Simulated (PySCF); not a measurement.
```xyz
12

F    -1.9246    0.4328   -1.8085
C    -1.7485    0.0646   -0.5465
F    -2.1211   -1.2139   -0.4318
F    -2.5439    0.7966    0.2209
C    -0.2992    0.2304   -0.1312
C     0.4880   -0.8322    0.2783
C     1.7846   -0.4709    0.6184
N     2.2068    0.7896    0.5486
N     1.3964    1.7393    0.1494
N     0.1623    1.4767   -0.1875
H     0.1168   -1.8566    0.3279
H     2.5234   -1.2018    0.9606
```

Geometry: PBE0-D3(BJ)/def2-SVP.

The calculation used CAM-B3LYP/def2-SVPD, SCF density, gas phase in PySCF 2.14.0.

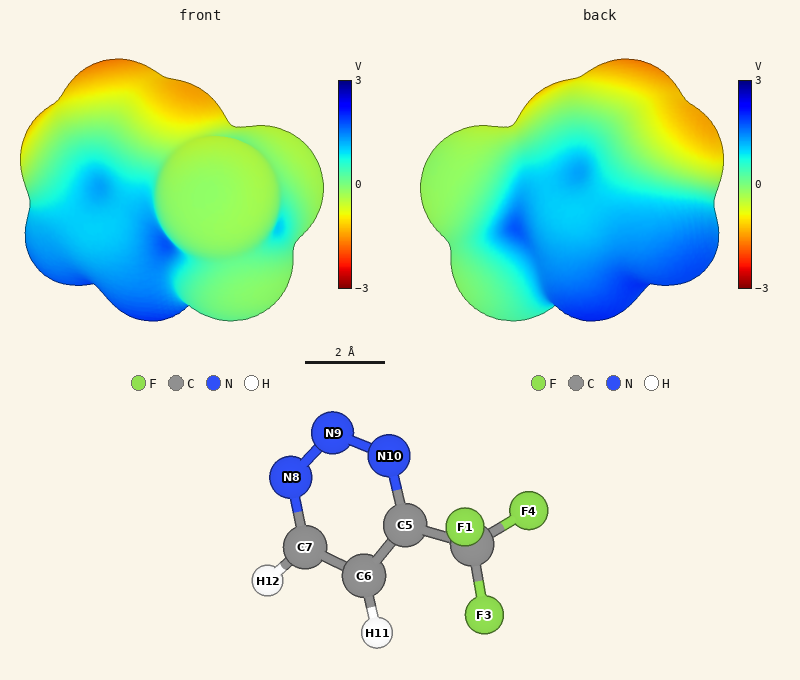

C4H2F3N3 (SMILES FC(F)(F)c1ccnnn1). The electrostatic potential painted on the density surface at 0.002 e/bohr³, seen from the front and from behind; red is negative and blue positive. The bare structure is drawn below in the same view.

**Where is the surface potential most negative and most positive?**

The most negative region (about −1.6 V) lies over N9, the most positive (about +2.0 V) over C6 and H11. N9 is the likeliest acceptor of a hydrogen bond.
